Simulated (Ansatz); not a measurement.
# Run report: C2H5FOSi, geometry relaxation (part 2 of 2)

The same run, continued: C2H5FOSi, SMILES C=C[SiH](O)F; RKS PBE-D4/def2-SVP (Ansatz 0.2.0). The geometry: force-field start.

Geometry of the input (Å):
```
C  -1.1871  0.3900  1.1293
C  -0.6340  0.6677  -0.0557
Si 0.5311  -0.4156  -0.9318
O  1.4669  -1.3719  0.1397
F  1.6520  0.5240  -1.6332
H  -1.0630  -0.4578  1.6884
H  -1.9030  1.1602  1.5408
H  -0.7945  1.6088  -0.5966
H  -0.1050  -1.2310  -1.8979
H  2.1198  -0.9255  0.6200
```

```
mean field -14779.62427543 eV, -543.1411741329 hartree, gradient 1.4e-5 eV, S^2 0.000000; 1 other end points of the search recorded, 0 dependent functions left out
the calculation of the forces begins
reference -14779.62430785 eV, -543.1411753242 hartree; 24, 24 occupied and 75, 75 virtual orbitals, 1093 factors
Total energy: -14779.82153451 eV, -543.1484232704 hartree
Atom 0 at    -1.084371     0.452053     1.128361 Å, force     0.028077    -0.011239     0.002465 eV/Å
Atom 1 at    -0.650657     0.708360    -0.123104 Å, force     0.002927     0.014245     0.012309 eV/Å
Atom 2 at     0.594698    -0.391473    -0.973978 Å, force    -0.015742    -0.015666     0.025018 eV/Å
Atom 3 at     1.322339    -1.421466     0.121133 Å, force     0.010535     0.009922    -0.014532 eV/Å
Atom 4 at     1.707876     0.590013    -1.676101 Å, force     0.001324     0.004517    -0.004509 eV/Å
Atom 5 at    -0.716736    -0.423131     1.692989 Å, force    -0.003804    -0.001178     0.002653 eV/Å
Atom 6 at    -1.817463     1.093332     1.646553 Å, force    -0.023080     0.009268     0.001090 eV/Å
Atom 7 at    -1.052059     1.593361    -0.651227 Å, force     0.002914     0.003618    -0.008549 eV/Å
Atom 8 at     0.032643    -1.269623    -2.041214 Å, force     0.003095    -0.011017    -0.019263 eV/Å
Atom 9 at     1.746928    -0.982525     0.879587 Å, force    -0.006245    -0.002469     0.003318 eV/Å
Dipole moment:    -0.194121     0.139228     0.375538 e Å
```

**Trajectory as extended XYZ (Å, eV, eV/Å), 10 of the 11 frames kept, from step=1 to step=11**
```
10
Properties=species:S:1:pos:R:3:forces:R:3 step=1 energy=-14779.32809
C    -1.1871    0.3900    1.1293   -1.7078   3.9432  -1.1472
C    -0.6340    0.6677   -0.0557    0.3834  -0.0432  -0.2309
Si    0.5311   -0.4156   -0.9318    2.0850  -0.5587   2.0671
O     1.4669   -1.3719    0.1397   -2.8911  -1.2663  -2.1235
F     1.6520    0.5240   -1.6332    0.2553   0.6322  -0.6558
H    -1.0630   -0.4578    1.6884    0.6441  -2.8419   1.6115
H    -1.9030    1.1602    1.5408    0.4307  -0.6057   0.0332
H    -0.7945    1.6088   -0.5966   -0.4792   0.4110   0.1757
H    -0.1050   -1.2310   -1.8979   -0.5710  -1.1083  -1.1195
H     2.1198   -0.9255    0.6200    1.8508   1.4376   1.3893
10
Properties=species:S:1:pos:R:3:forces:R:3 step=2 energy=-14779.71840
C    -1.2086    0.4175    1.1165   -0.3553   1.2984   0.1164
C    -0.6304    0.7035   -0.0635   -0.0496   0.0202  -0.3336
Si    0.5698   -0.3973   -0.9298    0.9118  -0.6344   0.9269
O     1.4261   -1.4179    0.1225   -0.8677   0.0051  -0.7136
F     1.6838    0.5532   -1.6507    0.0966   0.3172  -0.2919
H    -0.9819   -0.4521    1.7257    0.2278  -0.5872   0.1592
H    -1.8975    1.1630    1.5757    0.0086  -0.3555  -0.0765
H    -0.9116    1.6211   -0.6241   -0.0746  -0.0158   0.2876
H    -0.0567   -1.2607   -1.9363   -0.1691  -0.3297  -0.3703
H     2.0902   -0.9813    0.6671    0.2716   0.2817   0.2958
10
Properties=species:S:1:pos:R:3:forces:R:3 step=3 energy=-14779.67763 accepted=F
C    -1.0977    0.4996    1.1699   -1.5318  -0.1710  -0.1448
C    -0.6169    0.7353   -0.0756    0.1569   0.2903   0.2773
Si    0.5915   -0.3947   -0.9440    0.1783  -0.2269   0.1329
O     1.3651   -1.4540    0.1041    0.2908   0.4384   0.2749
F     1.7002    0.5656   -1.6807    0.0150   0.0096  -0.0701
H    -0.8176   -0.4092    1.7635    0.0082   0.4884  -0.2661
H    -2.0371    1.0602    1.5249    1.3739  -0.3480  -0.0271
H    -0.9633    1.6540   -0.6087   -0.0661  -0.3896   0.0657
H    -0.0314   -1.2852   -1.9856    0.0239   0.1755   0.1209
H     1.9903   -1.0227    0.7352   -0.4492  -0.2667  -0.3634
10
Properties=species:S:1:pos:R:3:forces:R:3 step=4 energy=-14779.79217
C    -1.1636    0.4545    1.1339   -0.4069   0.3036   0.0851
C    -0.6230    0.7214   -0.0742   -0.0222   0.0724  -0.0013
Si    0.5949   -0.3970   -0.9332    0.1522  -0.2271   0.1648
O     1.3924   -1.4370    0.1142   -0.0303   0.1964  -0.0302
F     1.6948    0.5650   -1.6780    0.0140   0.0677  -0.0689
H    -0.8947   -0.4396    1.7292    0.0497   0.0874  -0.1057
H    -1.9457    1.1242    1.5721    0.3654  -0.2914  -0.0830
H    -0.9562    1.6327   -0.6177    0.0158  -0.1360   0.1151
H    -0.0403   -1.2742   -1.9615    0.0121  -0.0064  -0.0278
H     2.0245   -1.0011    0.7182   -0.1496  -0.0666  -0.0481
10
Properties=species:S:1:pos:R:3:forces:R:3 step=5 energy=-14779.80563
C    -1.1426    0.4471    1.1289   -0.1781   0.1251   0.0825
C    -0.6181    0.7210   -0.0843   -0.0816   0.1146  -0.0458
Si    0.5956   -0.3941   -0.9492    0.0256  -0.1034   0.1080
O     1.3583   -1.4198    0.1262    0.1645   0.0666   0.0978
F     1.7013    0.5644   -1.6914    0.0007   0.0238  -0.0522
H    -0.8416   -0.4467    1.7097   -0.0007   0.0841  -0.0879
H    -1.9145    1.1000    1.5937    0.2245  -0.1580  -0.0641
H    -0.9627    1.6272   -0.6239   -0.0220  -0.0588   0.0879
H    -0.0366   -1.2742   -1.9786    0.0461   0.0076  -0.0166
H     1.9440   -0.9760    0.7720   -0.1791  -0.1017  -0.1096
10
Properties=species:S:1:pos:R:3:forces:R:3 step=7 energy=-14779.81902
C    -1.1050    0.4464    1.1198    0.0897  -0.0266   0.0742
C    -0.6438    0.7189   -0.1182   -0.0445   0.0377   0.0294
Si    0.5898   -0.3969   -0.9643   -0.0322   0.0359  -0.0803
O     1.3250   -1.4187    0.1306    0.0960   0.0363   0.1017
F     1.6972    0.5783   -1.6838    0.0275   0.0050  -0.0087
H    -0.7455   -0.4367    1.6791   -0.0529   0.0010  -0.0169
H    -1.8374    1.0887    1.6385   -0.0135   0.0065  -0.0065
H    -1.0217    1.6244   -0.6299    0.0107  -0.0430  -0.0466
H     0.0217   -1.2853   -2.0228   -0.0047   0.0072   0.0169
H     1.8028   -0.9701    0.8540   -0.0762  -0.0600  -0.0633
10
Properties=species:S:1:pos:R:3:forces:R:3 step=8 energy=-14779.82050
C    -1.0901    0.4588    1.1324    0.0276   0.0087   0.0514
C    -0.6499    0.7055   -0.1179   -0.0463   0.0292  -0.0263
Si    0.5957   -0.3915   -0.9664   -0.0173  -0.0038  -0.0678
O     1.3191   -1.4350    0.1155    0.0398   0.0019   0.0340
F     1.7140    0.5906   -1.6595    0.0154   0.0153   0.0022
H    -0.7123   -0.4021    1.7119   -0.0150  -0.0069   0.0048
H    -1.8351    1.0995    1.6357   -0.0019  -0.0160  -0.0016
H    -1.0647    1.5758   -0.6603    0.0141   0.0125  -0.0055
H     0.0321   -1.2528   -2.0465   -0.0100  -0.0213  -0.0109
H     1.7744   -0.9997    0.8581   -0.0063  -0.0195   0.0198
10
Properties=species:S:1:pos:R:3:forces:R:3 step=9 energy=-14779.82086
C    -1.0803    0.4573    1.1321   -0.0172  -0.0980  -0.0419
C    -0.6497    0.7076   -0.1217   -0.0050   0.0469   0.0193
Si    0.5923   -0.3927   -0.9737    0.0076  -0.0129   0.0219
O     1.3169   -1.4223    0.1230    0.0674   0.0273   0.0541
F     1.7080    0.5892   -1.6719   -0.0002   0.0002  -0.0088
H    -0.7198   -0.4231    1.6938    0.0151   0.0238   0.0113
H    -1.8226    1.0914    1.6447   -0.0078   0.0467   0.0202
H    -1.0499    1.5911   -0.6527   -0.0088   0.0140  -0.0072
H     0.0325   -1.2691   -2.0444    0.0000  -0.0049  -0.0073
H     1.7558   -0.9804    0.8738   -0.0512  -0.0432  -0.0616
10
Properties=species:S:1:pos:R:3:forces:R:3 step=10 energy=-14779.82145
C    -1.0841    0.4541    1.1299    0.0320  -0.0168  -0.0066
C    -0.6527    0.7062   -0.1234   -0.0121   0.0158   0.0174
Si    0.5925   -0.3932   -0.9740    0.0064  -0.0137   0.0176
O     1.3195   -1.4243    0.1208    0.0220   0.0210   0.0053
F     1.7071    0.5925   -1.6687   -0.0005  -0.0008  -0.0080
H    -0.7148   -0.4191    1.6967   -0.0066   0.0013  -0.0010
H    -1.8169    1.0964    1.6473   -0.0193   0.0116   0.0003
H    -1.0542    1.5898   -0.6541   -0.0010   0.0010  -0.0043
H     0.0368   -1.2693   -2.0476    0.0013  -0.0017  -0.0016
H     1.7500   -0.9842    0.8761   -0.0221  -0.0177  -0.0193
10
Properties=species:S:1:pos:R:3:forces:R:3 step=11 energy=-14779.82150
C    -1.0844    0.4521    1.1284    0.0281  -0.0112   0.0025
C    -0.6507    0.7084   -0.1231    0.0029   0.0142   0.0123
Si    0.5947   -0.3915   -0.9740   -0.0157  -0.0157   0.0250
O     1.3223   -1.4215    0.1211    0.0105   0.0099  -0.0145
F     1.7079    0.5900   -1.6761    0.0013   0.0045  -0.0045
H    -0.7167   -0.4231    1.6930   -0.0038  -0.0012   0.0027
H    -1.8175    1.0933    1.6466   -0.0231   0.0093   0.0011
H    -1.0521    1.5934   -0.6512    0.0029   0.0036  -0.0085
H     0.0326   -1.2696   -2.0412    0.0031  -0.0110  -0.0193
H     1.7469   -0.9825    0.8796   -0.0062  -0.0025   0.0033
```

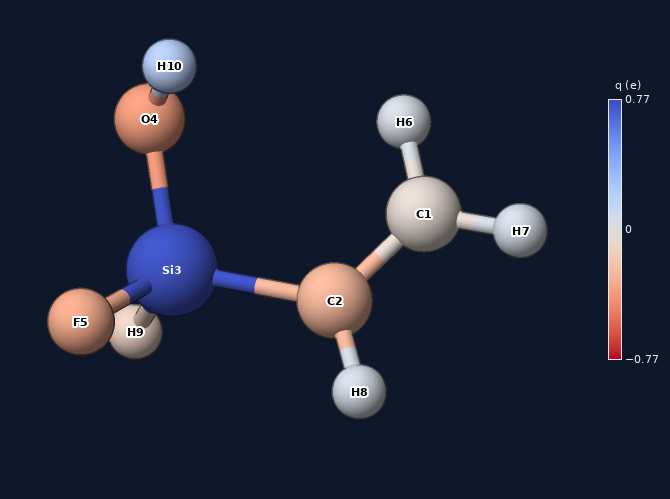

Fig. 1: Mulliken charges, as the colour of each atom (ball-and-stick view, seen at a tilt; atoms are numbered from 1 in the order of the input). By element: C −0.25 to −0.05, Si +0.73, O −0.36, F −0.31 and H −0.10 to +0.19 e.

**Summary**

| quantity | value |
| --- | --- |
| outcome | converged |
| total energy | −14779.8215 eV |
| mean-field energy | −14779.6243 eV |
| dispersion energy | −0.1972 eV |
| SCF solution under orbital rotations | stable |
| largest force (length of the vector) at the end | 0.033 eV/Å |
| dipole moment | 2.14 D |
| wall time | 17 s (CPU time 46 s) |
| peak memory | 0.17 GiB |
